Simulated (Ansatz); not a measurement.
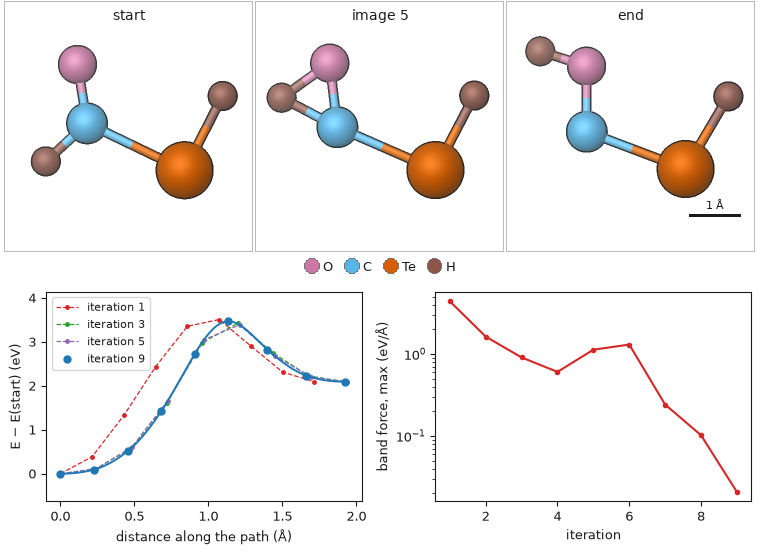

A search for the minimum-energy path of CH₂OTe by the nudged elastic band. Images are numbered from 0 (start) to 8 (end). The plot follows the band through its iterations. A ball-and-stick model, seen at a tilt.

These are results of RKS PBE0/def2-SVPD (Ansatz 0.2.0), not measurements. Set-up: 7 movable images; climbing image; force threshold 0.05 eV/Å; iteration limit 60; starting path by straight interpolation.

Judge this run.

Answer. The run is converged, with reservations. The band converged in 9 iterations. The largest component of the band force went from 4.4 to 0.021 eV/Å. The climbing image converged on the top of the path. Its curvatures weren't checked. The straight starting path can push atoms close together and costs iterations. The first iteration put the highest image at 3.51 eV. Forward barrier 3.47 eV, backward barrier 1.38 eV, with image 5 at the top; the reaction energy is +2.09 eV.
